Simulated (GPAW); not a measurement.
# As K-edge XANES of zinc-blende (AlAs)₁₋ₓ(InAs)ₓ at x = 0.125, part 3 of 3

Aim: the As K edge in zinc-blende (AlAs)₁₋ₓ(InAs)ₓ at x = 0.125, one member of a composition series.

GPAW 26.7.0; X-ray absorption from dipole matrix elements to empty bands, plane-wave PAW PBE.

So far. Step 5 (Spectrum with XCH, As atom 2): Main maxima below 26 eV (height): 4.2 eV (1.37), 6.4 eV (1.37), 12.8 eV (0.94), 17.2 eV (0.93) and 24.8 eV (1.05). A K edge sees empty p states on the absorber. Step 5 (Spectrum with XCH, As atom 2): The energy difference (zero at 11902 eV) isn't read as a photon energy: for so heavy an absorber the terms left out (the hole's spin, the functional's error) amount to tens of eV or more.

## Step 7: Spectrum with XCH, Al atom 3

The holes are 8.1 Å apart. The excited electron is kept in the cell, where it fills the lowest empty states and screens the hole. After the field has converged, empty bands are computed with the density fixed and the dipole matrix elements are summed.

The absorber has 2 As at 2.44 Å and 2 As at 2.47 Å (tetrahedral).

The input, xas.py:

```python
import numpy as np
from ase import Atoms
from ase.parallel import parprint, paropen
from gpaw import GPAW, PW, FermiDirac, Mixer, MixerDif, setup_paths
from gpaw.test import gen
setup_paths.insert(0, '.')
gen('Al', name='fch1s', xcname='PBE', corehole=(1, 0, 1), write_xml=True)
from gpaw.mpi import world
world.barrier()

atoms = Atoms('InAsAlAsAlAsAlAsAlAsAlAsAlAsAlAs',
    cell=[[0, 5.710625, 5.710625],
     [5.710625, 0, 5.710625],
     [5.710625, 5.710625, 0]],
    scaled_positions=[[0.9993717, 0.0009298, 0.0003026],
     [0.1301835, 0.1317072, 0.1303333],
     [0.0007461, 0.9994261, 0.5002602],
     [0.1302817, 0.1313679, 0.608835],
     [0.9997232, 0.5018788, 0.9994763],
     [0.1309197, 0.6093394, 0.1307685],
     [0.9974957, 0.50165, 0.5007784],
     [0.124211, 0.6251941, 0.6250494],
     [0.5001254, 0.9982624, 0.9990075],
     [0.6077104, 0.1285516, 0.1312391],
     [0.5002441, 0.998678, 0.5012748],
     [0.6261869, 0.1237917, 0.6245452],
     [0.5011751, 0.4983397, 0.9998622],
     [0.6252671, 0.6239183, 0.1245454],
     [0.4992882, 0.4988364, 0.4996362],
     [0.623306, 0.6242594, 0.6254592]],
    pbc=True)
atoms.calc = calc = GPAW(legacy_gpaw=True, mode=PW(400, force_complex_dtype=True), xc='PBE', setups={2: 'fch1s'},
    kpts={'size': (3, 3, 3), 'gamma': True}, occupations=FermiDirac(0.04),
    charge=-1, mixer=Mixer(0.1, 5, 50), maxiter=150,
    convergence={'density': 0.0001, 'eigenstates': 1e-6}, txt='scf.txt')
energy = atoms.get_potential_energy() + calc.get_reference_energy()
ef = calc.get_fermi_level()
out = dict(energy=energy, fermi=ef, forces=atoms.get_forces().tolist())
parprint(f'all-electron energy {energy:.4f} eV, Fermi level {ef:.4f} eV')
ev = np.array([[calc.get_eigenvalues(k, s) for k in range(len(calc.get_ibz_k_points()))] for s in range(calc.get_number_of_spins())])
out['homo'], out['lumo'], out['counts'] = ev[ev < ef].max(), ev[ev > ef].min(), sorted(set((ev < ef).sum((0, 2)).tolist()))
out['filled'] = (ev[:, 0] < ef).sum(1).tolist()

from ase.units import Ha
from gpaw.xas import dipole_matrix_elements
nb = int(calc.get_number_of_electrons() / 2) + 190
top, nb = nb, nb + 8 + nb // 12
nscf = calc.fixed_density(kpts={'size': (4, 4, 4), 'gamma': True}, nbands=nb,
    convergence={'bands': top, 'eigenstates': 5e-3}, maxiter=60, txt='nscf.txt')
cell = atoms.cell.array
ops = [cell.T @ U.T @ np.linalg.inv(cell.T) for U in nscf.wfs.kd.symmetry.op_scc]
filled = [37]  # bands filled in the ground state, by spin
E = np.arange(-6, 30, 0.1)
fwhm = np.interp(E, [4, 25], [0.9, 3.5])
Y, X, zero, highest = 0, 0, 1e9, 1e9
for spin in range(nscf.get_number_of_spins()):
    wfs = nscf.wfs
    mine = wfs.bd.get_slice()  # this rank's bands
    A = dipole_matrix_elements(wfs.setups[2])
    eps = np.zeros((wfs.kd.nibzkpts, nb))
    d = np.zeros((3, A.shape[1], wfs.kd.nibzkpts, nb), complex)
    for kpt in wfs.kpt_u:
        if kpt.s == spin and 2 in kpt.P_ani:
            eps[kpt.k, mine] = kpt.eps_n * Ha
            d[:, :, kpt.k, mine] = (kpt.weight * wfs.nspins / 2) ** 0.5 * np.inner(A, kpt.P_ani[2])
    world.sum(eps)
    world.sum(d)
    T = np.einsum('amkn,bmkn->abkn', d, d.conj()).real
    T = sum(np.einsum('ai,ijkn,bj->abkn', R, T, R) for R in ops) / len(ops)
    empty = np.ones_like(eps, bool) & (np.arange(nb) >= filled[spin])
    zero, highest = min(zero, eps[empty].min()), min(highest, eps[:, top - 1].min())
    lines = [(eps, T, empty)] if spin == 0 else lines + [(eps, T, empty)]
for eps, T, empty in lines:
    f = np.einsum('aakn->akn', T).reshape(3, -1)
    x = eps.ravel() - zero
    w = np.interp(x, E, fwhm) / 2.35482
    g = np.exp(-0.5 * ((E[:, None] - x) / w) ** 2) / (w * (2 * np.pi) ** 0.5)
    Y = Y + (f * empty.ravel()) @ g.T
    X = X + (f * ~empty.ravel()) @ g.T
out.update(E=E.round(2).tolist(), xas=Y.tolist(), xes=X.tolist(), zero=zero, valid=highest - zero, nk=len(eps), nb=nb)
for i in range(0, len(E), 10):
    parprint(f'{E[i]:7.2f}', *(f'{v:10.3e}' for v in Y[:, i]))
import json
with paropen('out.json', 'w') as f:
    json.dump(out, f)
```

Launch:

```sh
OMP_NUM_THREADS=1 mpirun -n 4 gpaw python xas.py
```

Numbers of over 12 decimals in the logs are rounded to 6 here.

The program printed:

```text
Input parameters:
  charge: -1
  convergence: {density: 0.0001,
                eigenstates: 1e-06}
  kpts: {gamma: True,
         size: (3, 3, 3)}
  maxiter: 150
  mixer: {backend: pulay,
          beta: 0.1,
          method: separate,
          nmaxold: 5,
          weight: 50}
  mode: {ecut: 400.0,
         force_complex_dtype: True,
         name: pw}
  occupations: {fixmagmom: False,
[...]
*p    :     0.565617
*d    :     0.000000
--------------------------------

Diagonalizing with gridspacing h=0.050

state   all-electron     PAW
-------------------------------
3s:      -0.681863    -0.682021
3p:      -0.434383    -0.434559
*d:                   -0.135907
*f:                   -0.021975
-------------------------------
all-electron energy -696724.0782 eV, Fermi level 5.9446 eV
[...]
28.00  5.573e-06  5.569e-06  5.642e-06
  29.00  5.797e-06  5.794e-06  5.962e-06
[key lines of the parts left out:]
Converged after 17 iterations.
Dipole moment: (-23.827521, -23.692633, -23.854145) |e|*Ang
Free energy:    -81.116595
Fermi level: 5.94459
```

It took 6.2 min on 4 MPI ranks of Arm Neoverse V2, shared host; peak memory 0.75 GiB; 25 min of CPU time.

The Al K spectrum, Al atom 3, excited-electron core hole (neutral cell) (energy from the bottom of the conduction band, which holds the excited electron; intensity scaled to a mean of 1 over the first 20 eV):

```
E (eV)  isotropic  ε ∥ x  ε ∥ z
  -2.0       0.00   0.00   0.00
  -0.5       0.00   0.00   0.00
   1.0       0.88   0.95   0.74
   2.5       1.44   1.47   1.36
   4.0       2.29   2.18   2.51
   5.5       0.81   0.80   0.85
   7.0       0.99   1.01   0.94
   8.5       0.78   0.78   0.78
  10.0       1.00   0.98   1.04
  11.5       1.27   1.26   1.28
  13.0       1.05   1.05   1.04
  14.5       0.65   0.65   0.64
  16.0       0.68   0.67   0.71
  17.5       0.77   0.76   0.80
  19.0       0.71   0.71   0.71
  20.5       0.73   0.73   0.73
  22.0       0.69   0.70   0.67
  23.5       0.71   0.73   0.67
  25.0       0.75   0.77   0.71
  26.5       0.75   0.75   0.73
```

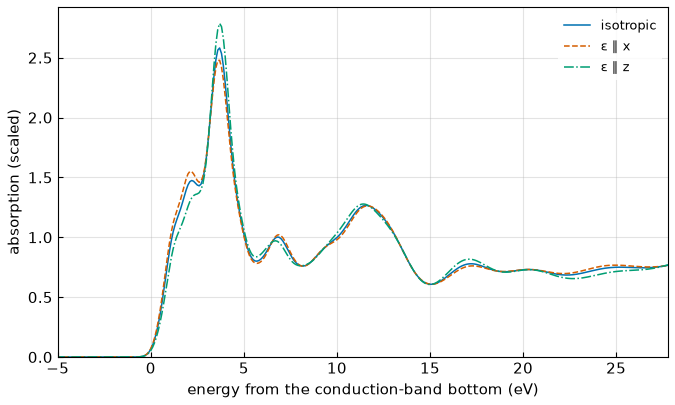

The Al K edge, Al atom 3, excited-electron core hole (neutral cell): main maxima at 2.2, 3.7 and 11.6 eV.

Main maxima below 24 eV (height): 2.2 eV (1.47), 3.7 eV (2.58), 6.8 eV (1.00), 11.6 eV (1.27) and 17.2 eV (0.78). 

The total-energy difference is 1572.09 eV. One term is added: -13.99 eV, since the hole is spin-paired here and a spin-polarised one costs that much less in the free atom (computed apart). The photon energy is then 1558.10 eV. The tabulated edge of the element is 1559 eV. The functional leaves an error of a few eV in such absolute values.

## Step 8: Results

```
absorber and edge             : As K, atom 2 of the ground-state input (counted from 1)
surroundings                  : 3 Al at 2.44 Å and 1 In at 2.58 Å (distorted tetrahedral)
highest intensity below 24 eV : 4.2 eV above the zero, height 1.37
```

The As K edge of atom 2, with 3 Al at 2.44 Å and 1 In at 2.58 Å (distorted tetrahedral), has its highest intensity of the first 24 eV at 4.2 eV above the zero, 1.4 times the mean level of the first 20 eV (Gaussian full width 2.14 eV up to 4 eV, rising linearly to 3.5 eV at 25 eV). The script folds with a Gaussian, whereas the core hole's own line is a Lorentzian, so the onset is too steep and the first peak too high.

[Banner, clock and machine lines of the logs are left out without a mark of their own.]

[Logs are printed without paths, hosts, clocks, repeated set-up lines and the standing remarks that a program may print on its own settings, such as how far it seeks lower states.]

[Hosts, paths, dates, database ids (printed as entryN), source tags and the programs' standing remarks are cut or masked in the printed files.]

[Lists of maxima count a maximum above −3 eV only where it reaches 4 % of the highest in the window and stands out from its surroundings by 2 % of it (1.5 % where it reaches 55 %); shoulders and weaker maxima are passed over, and of the rest the first, up to two pre-edge ones and the few strongest are named.]
